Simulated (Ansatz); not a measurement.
**ClGaH4N2: density, localisation and related maps**

The calculation's input:

```
crystal:
  periodic: [false, false, false]
  atoms:
    - { symbol: Ga, position_ang: [0.0, 0.0, 0.0] }
    - { symbol: "N", position_ang: [0.0, 0.0, 1.93] }
    - { symbol: H, position_ang: [-0.877, -0.2713, 2.46] }
    - { symbol: H, position_ang: [0.877, 0.2713, 2.46] }
    - { symbol: Cl, position_ang: [1.9398, 0.0, -1.12] }
    - { symbol: "N", position_ang: [-1.6714, 0.0, -0.965] }
    - { symbol: H, position_ang: [-2.3403, -0.8164, -0.8664] }
    - { symbol: H, position_ang: [-1.9204, 0.8164, -1.5936] }
basis:
  gaussian: { orbitals: def2-SVP }
hamiltonian:
  xc: hf
relax:
  f_tol: 0.02
  max_steps: 40
output:
  orbitals: {}
```

Launched as:

```sh
ansatz run input.yaml --threads 1 --pin off --max-ram 2048MiB --backend cpu --events-out ev --progress --plain --runs-dir out
```

The fields are those of the run's last geometry, not of the input's.

These are results of RHF/def2-SVP in Ansatz 0.2.0, not measurements.

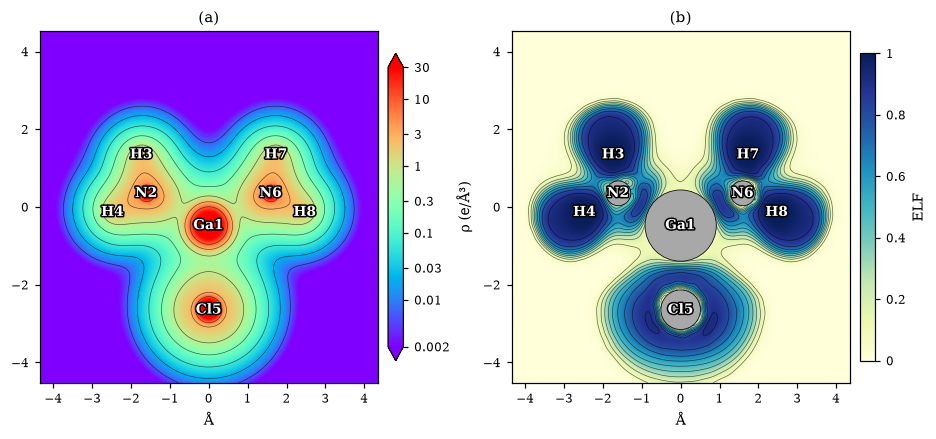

Figure 1. (a) electron density; (b) ELF on the molecular plane. Grey discs cover the atomic cores in the ELF map.

Q: Interpret the plot.

A:
- The section cuts through Ga, N, H and Cl sites.
- Ga–N (1.80 Å): the density is about 0.94 e/Å³ at the midpoint; the ELF peaks at about 0.85 in the valence shell of N, 0.6 Å from its nucleus, and is about 0.35 at the midpoint.
- Ga–Cl (2.17 Å): the density is about 0.66 e/Å³ at the midpoint; the ELF peaks at about 0.85 in the valence shell of Cl, 0.8 Å from its nucleus, and is about 0.60 at the midpoint.
- N–H (1.00 Å): ρ is about 2.8 e/Å³ halfway; the ELF climbs to about 1 towards the hydrogen, as it does in any bond to H: an ordinary covalent bond to hydrogen.
- The ELF also peaks beside Cl5, away from the bonds: lone-pair regions.

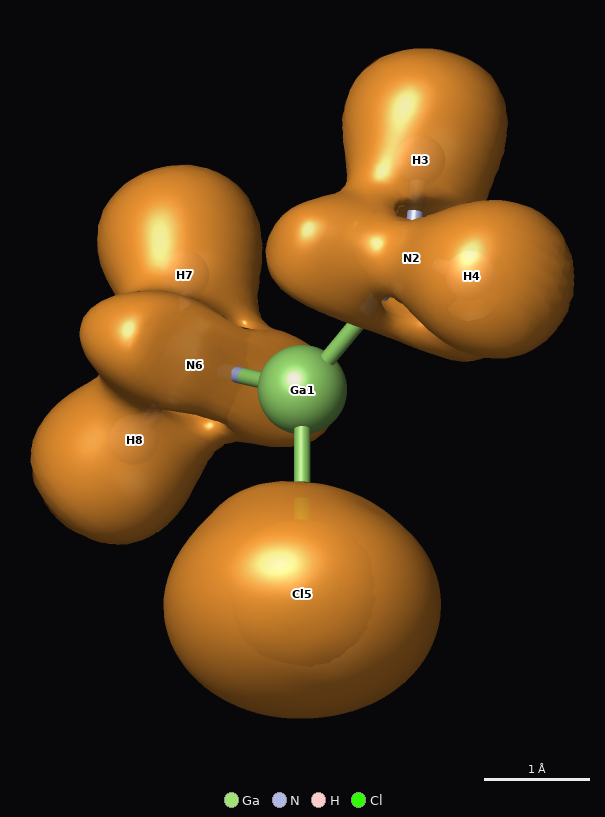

Figure 2. Isosurface of the ELF at 0.75 (orange), seen at an oblique angle. Only the valence region is drawn (cores and ρ < 0.01 e/Å³ removed).

Q: Identify the bonds, lone pairs and shells in this picture.

A: The ELF exceeds this value in one region wrapped around Cl (its valence shell) and two joined regions spread over several atoms (H, N), in which their bonds and any lone pairs are merged.

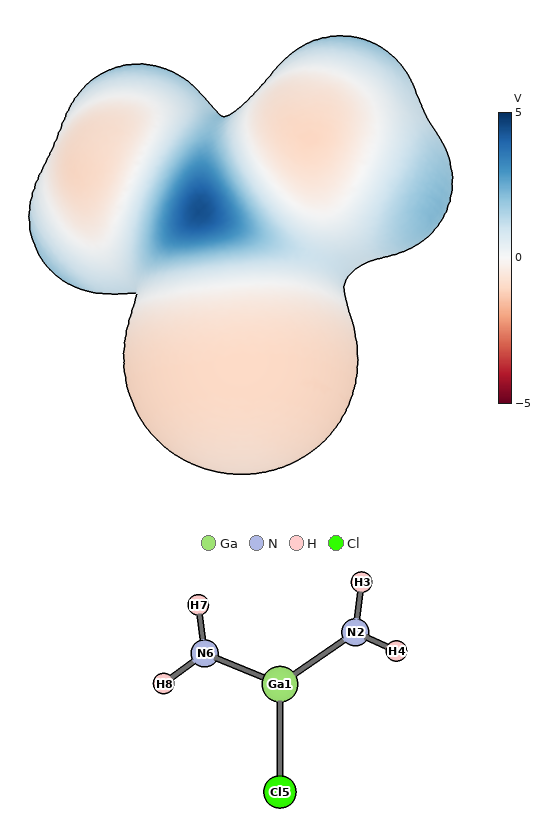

Figure 3. The electrostatic potential painted on the density surface at 0.004 e/bohr³, seen at a tilt; red is negative and blue positive. The bare structure is drawn below in the same view.

Q: Describe the electrostatic potential map.

A: The most negative region (about −1.0 V, or −23 kcal/mol for a unit charge) lies over N2, Cl5 and N6, the most positive (about +4.2 V, or +97 kcal/mol for a unit charge) over Ga1.
